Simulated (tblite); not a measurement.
# Frequency calculation, with input and output: C$_{6}$H$_{9}$BSi

- system: C$_{6}$H$_{9}$BSi
- method: GFN2-xTB harmonic vibrations, gas phase (tblite 0.8.0)

It belongs to a series of runs on one base structure; here: H on Si replaced by vinyl.

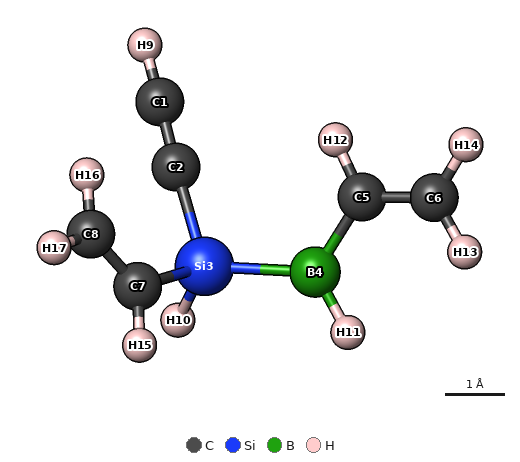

Figure 1. The input geometry (ball-and-stick view, seen at a tilt; atoms are numbered from 1 in the order of the input). Bond lengths as drawn: B–C 1.55 Å, B–H 1.18 Å, B–Si 1.96 Å, C–C 1.20 to 1.34 Å, C–H 1.05 to 1.09 Å, C–Si 1.86 to 1.90 Å and H–Si 1.48 Å.

Summary:

```json
{"quantity": "outcome", "value": "converged"}
{"quantity": "total energy", "value": "−549.8029 eV"}
{"quantity": "zero-point energy", "value": "76.2460 kcal/mol"}
{"quantity": "hardware", "value": "1 CPU thread, shared host"}
{"quantity": "wall time", "value": "0.64 s"}
{"quantity": "peak memory", "value": "0.18 GiB"}
```

Input file:
```
{"job": {"kind": "ir", "xc": "GFN2-xTB", "basis": "xTB"}, "charge": 0, "multiplicity": 1}
C     -1.758625     2.403637     0.439405
C     -1.293468     1.506860    -0.213053
Si    -0.517875     0.113993    -1.176631
B      1.378361    -0.145602    -0.739300
C      1.974716     0.399651     0.578384
C      3.211254     0.125548     1.002599
C     -1.522213    -1.432241    -0.719158
C     -2.429353    -1.491621     0.240963
H     -2.179046     3.188242     1.002108
H     -0.861747     0.415987    -2.588084
H      2.098522    -0.749683    -1.444486
H      1.365369     1.028069     1.221889
H      3.879050    -0.494581     0.424356
H      3.608710     0.494979     1.936948
H     -1.312500    -2.332092    -1.287417
H     -2.673687    -0.624894     0.833821
H     -2.974465    -2.394222     0.477747
```

The first line tells a small driver script what to run in tblite; the rest is the geometry in Å.

Launch command:
```bash
OMP_NUM_THREADS=1 python <driver script> task.json out
```

Output:
```
mode    cm-1     km/mol
  1      -5.0      0.25
  2      20.3      0.03
  3      48.5      0.01
  4      66.6      0.26
  5      96.5      0.11
  6     128.9      1.32
  7     195.7      1.45
  8     244.0      5.04
  9     286.0     10.80
 10     347.8     17.50
 11     361.3     13.88
 12     454.5      0.74
 13     459.0     16.75
 14     599.7     35.08
 15     619.9     96.14
 16     628.0     45.18
 17     657.6     32.14
 18     674.0     18.28
 19     683.2     42.85
 20     715.3     78.69
 21     740.3    166.96
 22     913.7     18.34
 23     917.7      9.28
 24     937.0      5.78
 25    1003.3      6.19
 26    1030.2     10.99
 27    1039.5      9.65
 28    1077.1     32.74
 29    1093.5     34.10
 30    1271.4     12.06
 31    1310.1      2.23
 32    1412.3     11.16
 33    1418.9      0.44
 34    1630.5     80.00
 35    1666.9      4.55
 36    2084.3    426.07
 37    2202.4     20.81
 38    2605.2    129.83
 39    3012.7     43.43
 40    3015.3     47.24
 41    3058.5     69.52
 42    3068.1     37.00
 43    3095.2     42.54
 44    3101.1     41.17
 45    3342.5      6.97
```

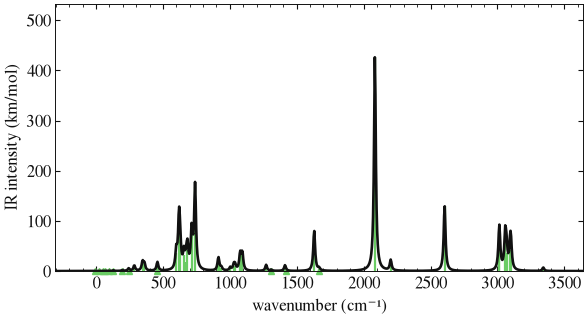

Figure 2. Harmonic infrared spectrum, unscaled: sticks (degenerate modes added up, dark ones marked on the axis) with a Lorentzian envelope of 16 cm⁻¹ full width, scaled to the tallest stick. 45 modes from 5i to 3342 cm⁻¹, none imaginary beyond the noise of the force constants (under 8i cm⁻¹). The strongest line is at 2084 cm⁻¹ (426 km/mol).
